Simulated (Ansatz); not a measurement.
# CsBe2BSe3F2: complex band structure, part 2 of 3

Wanted: the relaxed cell of CsBe2BSe3F2, its band edges and its decay constants. It is built by putting Se for O in the CsBe2BO3F2 structure of space group R32, with the volume rescaled by atomic radii. The parent structure comes from the Materials Project.

Ansatz 0.2.0; PBEsol DFT, plane waves, PAW files (the session's first sound run).

So far. Step 2 (Relaxing the new crystal): The largest force component on a free atom ends at 3.8e-4 eV/Å.

The structure was built from a prototype and need not be the compound's stable phase.

### 3. Band edges

The energy window and the wavevectors of the next steps follow from the band edges, so these are searched first, off the mesh as well.

Input file input.yaml:

```yaml
crystal:
  lattice:
    - [3.0067507656, 1.7359483639, 6.5138514276]
    - [-3.0067507656, 1.7359483639, 6.5138514276]
    - [0.0, -3.4718967278, 6.5138514276]
  atoms:
    - { symbol: Cs, position: [0.0, 0.0, 0.0] }
    - { symbol: Be, position: [0.783904017, 0.783904017, 0.783904017] }
    - { symbol: Be, position: [0.216095983, 0.216095983, 0.216095983] }
    - { symbol: B, position: [0.5, 0.5, 0.5] }
    - { symbol: Se, position: [0.1781274924, 0.8218725076, 0.5] }
    - { symbol: Se, position: [0.5, 0.1781274924, 0.8218725076] }
    - { symbol: Se, position: [0.8218725076, 0.5, 0.1781274924] }
    - { symbol: F, position: [0.7096836043, 0.7096836043, 0.7096836043] }
    - { symbol: F, position: [0.2903163957, 0.2903163957, 0.2903163957] }
kpoints:
  mp_grid: { grid: [6, 6, 6] }
  band_path: { path: [VBM, CBM], npoints: 30 }
scf:
  occupations: { method: fixed }
hamiltonian:
  xc: pbesol
output:
  eigenvalues: true
  write_potential: true
  write_density: true
  volumetric_format: npy
  elf: true
```

The run is started by

```bash
$ ansatz run input.yaml --threads 2 --pin off --max-ram 4096MiB --backend cpu --events-out ev --progress --plain --runs-dir out
```

Numbers of over 12 decimals in the logs are rounded to 6 here.

What it wrote:

```text
[...]
Crystal: 9 atoms, lattice volume = 203.997 Å³
Basis set: ecut = 420 eV, 3987 PW (Γ)
Bands: 48, of which v1, the nominal top of the filled ones, is band 39 counted from 1 (38 counted from 0)
Symmetry: 6 space group operations
[...]
k-points: 32 of 216 (time reversal used)
[...]
SCF iter   1: F=—  HF=-23799.805891 eV  |F-HF|=—  |Δ(HF+E_count)|=         —  Δρ=5.16e-3  dr2=4.05e-2  ethr=1.77e-3  ⟨swp⟩=5.2  Hψ=5445  notcnv=0  defer=208
[...]
SCF iter   8: F=-23799.795659 eV  HF=-23799.795659 eV  |F-HF|=1.35e-8  |Δ(HF+E_count)|=   3.33e-7  Δρ=3.22e-6  dr2=4.20e-8  ethr=1.28e-10  ⟨swp⟩=13.0  Hψ=6670  notcnv=0
SCF 1 converged in 8 iterations: F = -23799.795659 eV  dr2 = 4.20e-8
[...]
NSCF: frozen V_eff on 32 k-points
[...]
SCF converged after 8 iterations
Free energy (F): -23799.795659 eV
[...]
Internal energy: -23799.795659 eV  (E = F + TS)
E sigma→0 (E₀):  -23799.795659 eV
Fermi energy:    3.722140 eV
[...]
--- Band table (eV; the first three rows and the last of 32) ---
  k-point 0: bands = [... 35 lower, 2.7007, 2.7007, 3.7028, 3.7028, 6.3791, 7.5655, 8.3024, 8.8360, ... 5 higher]
  k-point 1: bands = [... 35 lower, 2.4050, 2.6020, 3.2346, 3.5109, 6.4140, 7.8814, 8.6457, 8.8796, ... 5 higher]
  k-point 2: bands = [... 35 lower, 1.6206, 2.4598, 2.8766, 3.0973, 6.4756, 8.1993, 8.5632, 9.0107, ... 5 higher]
  k-point 31: bands = [... 35 lower, 2.6810, 2.6810, 3.6736, 3.6736, 6.1873, 8.1978, 8.8869, 8.8869, ... 5 higher]
```

Run time: 41 s. Hardware: 2 threads of Arm Neoverse V2, shared host; peak memory 0.62 GiB; 81 s of CPU time.

This step gave:

```
free energy         : -23799.7957 eV
Fermi energy        : 3.722 eV
gap on the k-mesh   : 2.465 eV
gap on path         : 2.465 eV, by band count; negative where bands overlap
direct gap on path  : 2.504 eV
edge places on path : 0, 0.3115 1/A along the path
```

The electronic bands at the labelled points (eV, zero at the Fermi level (highest filled level under fixed occupations); v1 is the highest filled band, c1 the lowest empty one):

| point | v4 | v3 | v2 | v1 | c1 | c2 | c3 | c4 |
| --- | --- | --- | --- | --- | --- | --- | --- | --- |
| VBM | -1.06 | -0.99 | -0.05 | 0.00 | 2.58 | 4.12 | 4.63 | 4.97 |
| CBM | -1.04 | -1.04 | -0.05 | -0.05 | 2.47 | 4.48 | 5.16 | 5.16 |

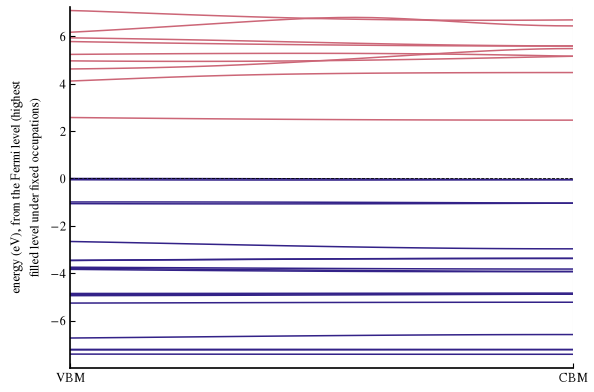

Electronic bands along the path; lines of filled and empty bands in two colours.

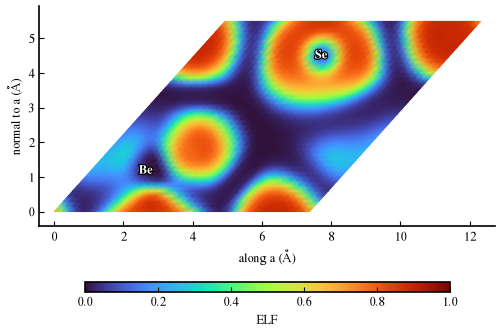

ELF in the ac plane of the cell as run, not the conventional one, at fractional y = 0.178, with atoms of Be and Se within 0.2 Å of it. It is the smooth field of the valence electrons, not physical close to the nuclei.

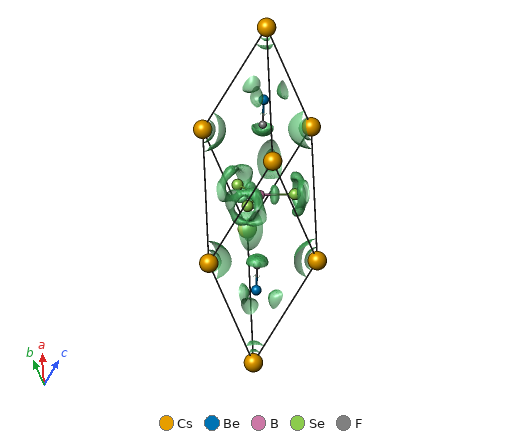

Surface of ELF = 0.82. Drawn on the cell as run, not the conventional one.

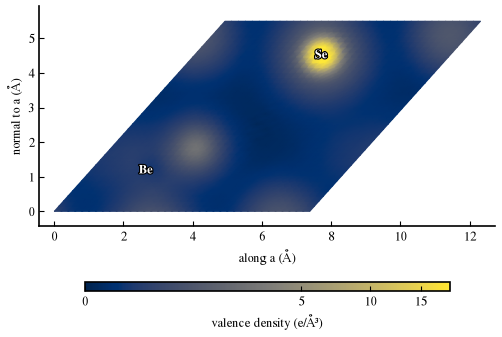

Valence density in the ac plane of the cell as run, not the conventional one, at fractional y = 0.178, with atoms of Be and Se within 0.2 Å of it. It is the smooth field of the valence electrons, not physical close to the nuclei. The colour scale is stretched toward low values.

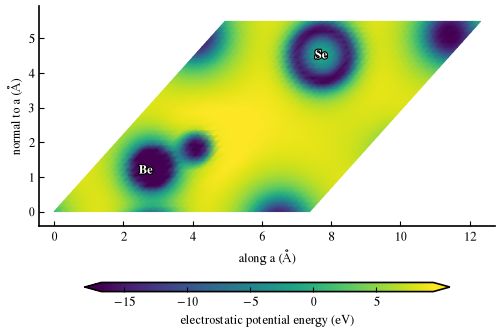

Electrostatic potential energy in the ac plane of the cell as run, not the conventional one, at fractional y = 0.178, with atoms of Be and Se within 0.2 Å of it. With pseudopotentials it is smooth inside the atoms' cores, unlike the true potential.

The searched edges give 2.47 eV, as on the mesh.

### 4. Complex bands, plane (101)

This step: PBEsol DFT, plane waves, PAW files; complex bands by layer matching along the plane's normal (Ansatz 0.2.0).

The same crystal is laid in a cell whose first two vectors span the (101) plane (indices of the standard conventional cell, whose axes can be ordered otherwise than in the bulk input). At fixed energy and wavevector in the plane the solver finds all kz, real and complex. A few wavevectors are listed, (0, 0) and (0, -0.5) in units of the plane's reciprocal vectors; the slowest state needn't be among them.

Input file input.yaml:

```yaml
crystal:
  lattice:
    - [6.013501531, 0.0, 0.0]
    - [3.006750766, 6.741199978, 0.0]
    - [3.006750766, -1.341089153, 5.032209295]
  atoms:
    - { symbol: Cs, position: [0.0, 0.0, 0.0] }
    - { symbol: Be, position: [0.432191966, 0.351712051, 0.783904017] }
    - { symbol: Be, position: [0.567808034, 0.648287949, 0.216095983] }
    - { symbol: B, position: [0.0, 0.5, 0.5] }
    - { symbol: Se, position: [0.3218725076, 0.5, 0.1781274924] }
    - { symbol: Se, position: [0.6781274924, 0.5, 0.5] }
    - { symbol: Se, position: [0.0, 0.5, 0.8218725076] }
    - { symbol: F, position: [0.5806327914, 0.1290508129, 0.7096836043] }
    - { symbol: F, position: [0.4193672086, 0.8709491871, 0.2903163957] }
kpoints:
  mp_grid: { grid: [6, 6, 6] }
scf:
  occupations: { method: fixed }
hamiltonian:
  xc: pbesol
output:
  eigenvalues: true
  transmission:
    leads: [[0, 0]]
    kpoints: [[0.0, 0.0], [0.0, -0.5]]
    e_range: [-1.0, 3.47]
    de: 0.09
```

What it wrote:

```text
[...]
Crystal: 9 atoms, lattice volume = 203.997 Å³
Basis set: ecut = 420 eV, 3987 PW (Γ)
Bands: 48, of which v1, the nominal top of the filled ones, is band 39 counted from 1 (38 counted from 0)
Symmetry: 6 space group operations
[...]
k-points: 32 of 216 (time reversal used)
[...]
SCF iter   1: F=—  HF=-23799.805948 eV  |F-HF|=—  |Δ(HF+E_count)|=         —  Δρ=5.17e-3  dr2=4.05e-2  ethr=1.77e-3  ⟨swp⟩=5.2  Hψ=5456  notcnv=0  defer=205
[...]
SCF iter   8: F=-23799.795652 eV  HF=-23799.795652 eV  |F-HF|=1.48e-8  |Δ(HF+E_count)|=   3.28e-7  Δρ=3.24e-6  dr2=4.44e-8  ethr=1.28e-10  ⟨swp⟩=12.9  Hψ=6546  notcnv=0
SCF 1 converged in 8 iterations: F = -23799.795652 eV  dr2 = 4.44e-8
[...]
transmission: 7 of 14 steps passed
transmission: 14 of 14 steps passed
SCF converged after 8 iterations
Free energy (F): -23799.795652 eV
[...]
Internal energy: -23799.795652 eV  (E = F + TS)
E sigma→0 (E₀):  -23799.795652 eV
Fermi energy:    3.722106 eV
[...]
--- Band table (eV; the first three rows and the last of 32) ---
  k-point 0: bands = [... 35 lower, 2.7007, 2.7007, 3.7027, 3.7027, 6.3790, 7.5654, 8.3024, 8.8360, ... 5 higher]
  k-point 1: bands = [... 35 lower, 2.4050, 2.6020, 3.2346, 3.5108, 6.4139, 7.8812, 8.6457, 8.8796, ... 5 higher]
  k-point 2: bands = [... 35 lower, 1.6206, 2.4597, 2.8766, 3.0973, 6.4755, 8.1993, 8.5631, 9.0107, ... 5 higher]
  k-point 31: bands = [... 35 lower, 1.6591, 2.5136, 2.6785, 3.1584, 6.7445, 7.2371, 8.2187, 8.2344, ... 5 higher]
--- Transmission ---
  basis      : 361 plane waves across, 7 finite elements along
  points     : 2, as listed
  energies   : 50 from -1.000000 to 3.410000 eV about the Fermi level, 0.090000 eV apart; the leads are filled to 1.232579 eV, and channels, transmission and decay are at 1.250000 eV
  crystal 0  : F2Be2Se3Cs1B1, at the sites [0, 0], period 5.0322 Å: whole cells are its period
    offset         : up to 0.0000 Å between an atom of the period and one for which it stands
    channels       : 0.000000e0 a spin
    conductance    : none, the energies end too early or step too widely for 300 K: set another output.transmission.e_range or a lower de, or, where they end at an eighth of basis.ecutwfc, a higher one
    slowest decay  : 0.2118 /Å at (0.0000, 0.0000)
```

It took 98 s on 2 threads; peak memory 1.5 GiB.

Numbers from this step:

| Property | Result |
| --- | --- |
| level to which the leads are filled | 1.233 eV from the Fermi level |
| decay constant at the filling level, zone centre | 0.2118 Å⁻¹ |
| decay constant at the filling level, slowest listed point | 0.2118 Å⁻¹ |

K parallel (0, 0); values up to 1.5 1/Å, a degenerate pair printed once or twice; energies at which all values exceed this have no row. Im kz of the slowest decaying states against energy, zero at the highest filled level on the SCF mesh:

| energy (eV) | decay 1 (Å⁻¹) | decay 2 (Å⁻¹) | decay 3 (Å⁻¹) | decay 4 (Å⁻¹) |
| --- | --- | --- | --- | --- |
| -1.0000 | 0.0668 | 0.0815 | 0.0890 | 0.243 |
| -0.7300 | 0.159 | 0.284 | 0.316 | 0.524 |
| -0.4600 | 0.200 | 0.407 | 0.532 | 0.747 |
| -0.2800 | 0.217 | 0.444 | 0.552 | 0.744 |
| -0.0100 | 0.0245 | 0.0441 | 0.234 | 0.475 |
| 0.2600 | 0.122 | 0.234 | 0.246 | 0.493 |
| 0.5300 | 0.161 | 0.254 | 0.318 | 0.505 |
| 0.7100 | 0.179 | 0.257 | 0.360 | 0.510 |
| 0.9800 | 0.198 | 0.259 | 0.414 | 0.514 |
| 1.2500 | 0.212 | 0.258 | 0.481 | 0.507 |
| 1.5200 | 0.221 | 0.255 | 0.474 | 0.564 |
| 1.7900 | 0.226 | 0.249 | 0.451 | 0.564 |
| 1.9700 | 0.228 | 0.243 | 0.434 | 0.538 |
| 2.2400 | 0.228 | 0.233 | 0.398 | 0.508 |
| 2.5100 | 0.220 | 0.231 | 0.327 | 0.478 |
| 2.7800 | 0.0870 | 0.211 | 0.262 | 0.363 |
| 2.9600 | 0.177 | 0.206 | 0.360 | 0.365 |
| 3.2300 | 0.151 | 0.190 | 0.331 | 0.410 |

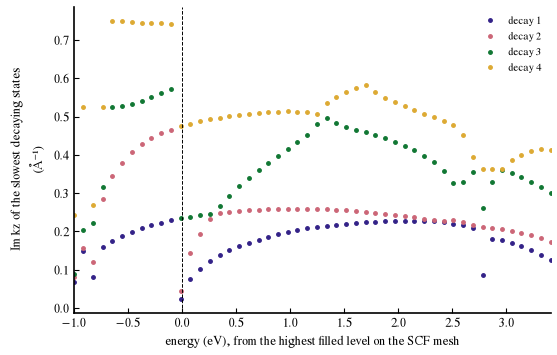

Im kz of the slowest decaying states, plotted against energy.

K parallel (0, -0.5); values up to 1.5 1/Å, a degenerate pair printed once or twice; energies at which all values exceed this have no row. Table of Im kz of the slowest decaying states by energy, zero at the highest filled level on the SCF mesh:

| energy (eV) | decay 1 (Å⁻¹) | decay 2 (Å⁻¹) | decay 3 (Å⁻¹) | decay 4 (Å⁻¹) |
| --- | --- | --- | --- | --- |
| -1.000 | 0.0997 | 0.102 | 0.251 | 0.749 |
| -0.460 | 0.193 | 0.372 | 0.737 | 0.984 |
| -0.010 | 0.0493 | 0.0881 | 0.231 | 0.454 |
| 0.530 | 0.167 | 0.252 | 0.324 | 0.498 |
| 0.980 | 0.204 | 0.258 | 0.437 | 0.502 |
| 1.520 | 0.226 | 0.255 | 0.443 | 0.653 |
| 1.970 | 0.233 | 0.244 | 0.391 | 0.672 |
| 2.510 | 0.220 | 0.231 | 0.368 | 0.624 |
| 2.960 | 0.103 | 0.205 | 0.220 | 0.386 |

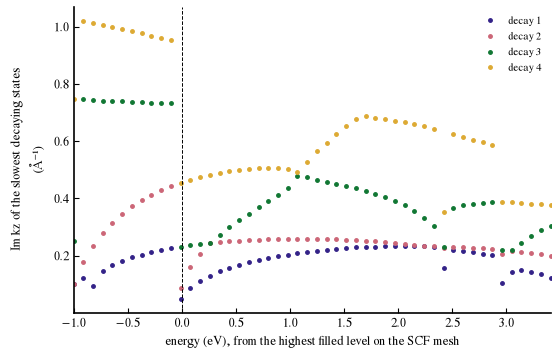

Im kz of the slowest decaying states, plotted against energy.

At the listed wavevectors the last open channel is at -0.10 eV and the next at +2.51 eV on the grid. At +1.25 eV, the grid energy nearest the filling level (the middle of the gap on the SCF mesh), the slowest state at the listed wavevectors decays with κ = 0.212 Å⁻¹, its amplitude falling by e over 4.7 Å. Through 1 nm of this crystal that state's transmission falls by exp(−2 × 0.212 Å⁻¹ × 10 Å) = 0.014.

### 5. Decaying states in the gap, plane (001)

The same for the (001) plane, at (0, 0) and (0.5, 0), to see how the decay depends on direction.

Input file input.yaml:

```yaml
crystal:
  lattice:
    - [6.013501531, 0.0, 0.0]
    - [3.006750766, 5.207845092, 0.0]
    - [3.006750766, 1.735948364, 6.513851428]
  atoms:
    - { symbol: Cs, position: [0.0, 0.0, 0.0] }
    - { symbol: Be, position: [0.216095983, 0.216095983, 0.351712051] }
    - { symbol: Be, position: [0.783904017, 0.783904017, 0.648287949] }
    - { symbol: B, position: [0.5, 0.5, 0.5] }
    - { symbol: Se, position: [0.1781274924, 0.5, 0.5] }
    - { symbol: Se, position: [0.8218725076, 0.1781274924, 0.5] }
    - { symbol: Se, position: [0.5, 0.8218725076, 0.5] }
    - { symbol: F, position: [0.2903163957, 0.2903163957, 0.1290508129] }
    - { symbol: F, position: [0.7096836043, 0.7096836043, 0.8709491871] }
kpoints:
  mp_grid: { grid: [6, 6, 6] }
scf:
  occupations: { method: fixed }
hamiltonian:
  xc: pbesol
output:
  eigenvalues: true
  transmission:
    leads: [[0, 0]]
    kpoints: [[0.0, 0.0], [0.5, 0.0]]
    e_range: [-1.0, 3.47]
    de: 0.09
```

What it wrote:

```text
[...]
Crystal: 9 atoms, lattice volume = 203.997 Å³
Basis set: ecut = 420 eV, 3987 PW (Γ)
Bands: 48, of which v1, the nominal top of the filled ones, is band 39 counted from 1 (38 counted from 0)
Symmetry: 6 space group operations
[...]
k-points: 32 of 216 (time reversal used)
[...]
SCF iter   1: F=—  HF=-23799.805863 eV  |F-HF|=—  |Δ(HF+E_count)|=         —  Δρ=5.16e-3  dr2=4.05e-2  ethr=1.77e-3  ⟨swp⟩=5.2  Hψ=5449  notcnv=0  defer=206
[...]
SCF iter   8: F=-23799.795651 eV  HF=-23799.795651 eV  |F-HF|=1.41e-8  |Δ(HF+E_count)|=   3.35e-7  Δρ=3.21e-6  dr2=4.28e-8  ethr=1.28e-10  ⟨swp⟩=13.0  Hψ=6624  notcnv=0
SCF 1 converged in 8 iterations: F = -23799.795651 eV  dr2 = 4.28e-8
[...]
transmission: 9 of 18 steps passed
transmission: 18 of 18 steps passed
SCF converged after 8 iterations
Free energy (F): -23799.795651 eV
[...]
Internal energy: -23799.795651 eV  (E = F + TS)
E sigma→0 (E₀):  -23799.795651 eV
Fermi energy:    3.722106 eV
[...]
--- Band table (eV; the first three rows and the last of 32) ---
  k-point 0: bands = [... 35 lower, 2.7007, 2.7007, 3.7027, 3.7027, 6.3790, 7.5654, 8.3024, 8.8360, ... 5 higher]
  k-point 1: bands = [... 35 lower, 2.6616, 2.7293, 3.6713, 3.7221, 6.3053, 7.8122, 8.3422, 8.6976, ... 5 higher]
  k-point 2: bands = [... 35 lower, 2.6513, 2.7198, 3.6573, 3.7069, 6.2155, 8.1458, 8.6794, 8.6957, ... 5 higher]
  k-point 31: bands = [... 35 lower, 1.6591, 2.5136, 2.6785, 3.1584, 6.7445, 7.2371, 8.2187, 8.2344, ... 5 higher]
--- Transmission ---
  basis      : 271 plane waves across, 9 finite elements along
  points     : 2, as listed
[...]
crystal 0  : F2Cs1Be2B1Se3, at the sites [0, 0], period 6.5139 Å: whole cells are its period
[...]
channels       : 0.000000e0 a spin
[...]
slowest decay  : 0.4808 /Å at (0.0000, 0.0000)
```

Wall time 58 s (2 threads); peak memory 1.1 GiB; 1.9 min of CPU time.

This step gave:

```yaml
decay_constant_at_the_filling_level_zone_centre: 0.4808 Å⁻¹
decay_constant_at_the_filling_level_slowest_listed_point: 0.4808 Å⁻¹
```

K parallel (0, 0); values up to 1.5 1/Å, a degenerate pair printed once or twice; energies at which all values exceed this have no row. Table of Im kz of the slowest decaying states by energy, zero at the highest filled level on the SCF mesh:

| energy (eV) | decay 1 (Å⁻¹) | decay 2 (Å⁻¹) | decay 3 (Å⁻¹) | decay 4 (Å⁻¹) |
| --- | --- | --- | --- | --- |
| -1.000 | 0.418 | 0.675 | 0.825 | 0.869 |
| -0.460 | 0.450 | 0.605 | 0.626 | 0.660 |
| -0.010 | 0.467 | 0.640 | 0.830 | 0.835 |
| 0.530 | 0.457 | 0.479 | 0.607 | 0.840 |
| 0.980 | 0.482 | 0.503 | 0.571 | 0.844 |
| 1.520 | 0.476 | 0.516 | 0.520 | 0.850 |
| 1.970 | 0.449 | 0.463 | 0.518 | 0.859 |
| 2.510 | 0.432 | 0.438 | 0.499 | 0.877 |
| 2.960 | 0.189 | 0.413 | 0.474 | 0.525 |

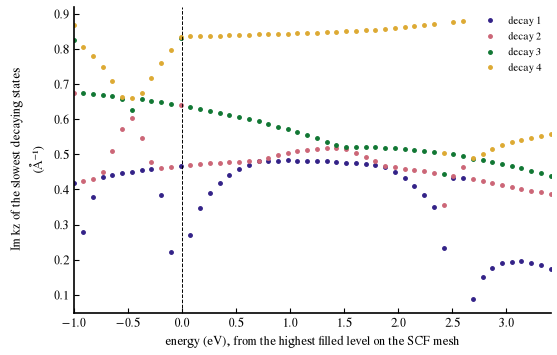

Im kz of the slowest decaying states against energy.

K parallel (0.5, 0); values up to 1.5 1/Å, a degenerate pair printed once or twice; energies at which all values exceed this have no row. The Im kz of the slowest decaying states by energy, zero at the highest filled level on the SCF mesh:

| energy (eV) | decay 1 (Å⁻¹) | decay 2 (Å⁻¹) | decay 3 (Å⁻¹) | decay 4 (Å⁻¹) |
| --- | --- | --- | --- | --- |
| -1.000 | 0.0864 | 0.276 | 0.367 | 0.615 |
| -0.460 | 0.396 | 0.538 | 0.568 | 0.688 |
| -0.010 | 0.475 | 0.532 | 0.646 | 0.823 |
| 0.530 | 0.501 | 0.522 | 0.659 | 0.836 |
| 0.980 | 0.499 | 0.519 | 0.659 | 0.843 |
| 1.520 | 0.478 | 0.507 | 0.649 | 0.849 |
| 1.970 | 0.446 | 0.488 | 0.634 | 0.855 |
| 2.510 | 0.370 | 0.444 | 0.606 | 0.867 |
| 2.960 | 0.155 | 0.404 | 0.576 | 0.801 |

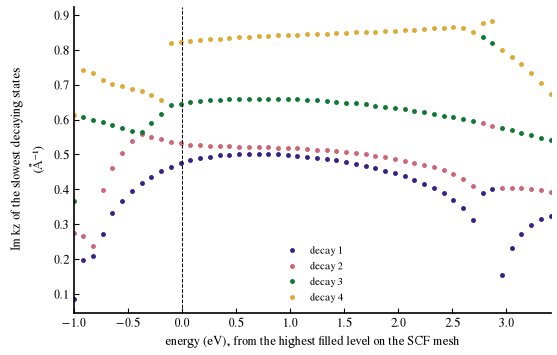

Im kz of the slowest decaying states, plotted against energy.

At the listed wavevectors the last open channel is at -0.01 eV and the next at +2.51 eV on the grid. At +1.25 eV, the grid energy nearest the filling level (the middle of the gap on the SCF mesh), the slowest state at the listed wavevectors decays with κ = 0.481 Å⁻¹, its amplitude falling by e over 2.1 Å; the first such run, plane (101), gave 0.212 Å⁻¹.

(Continued in part 3 of 3.)

[Logs are printed without paths, hosts, clocks, repeated set-up lines and the standing remarks that a program may print on its own settings, such as how far it seeks lower states.]

[Hosts, paths, dates, database ids (printed as entryN), source tags and the programs' standing remarks are cut or masked in the printed files.]
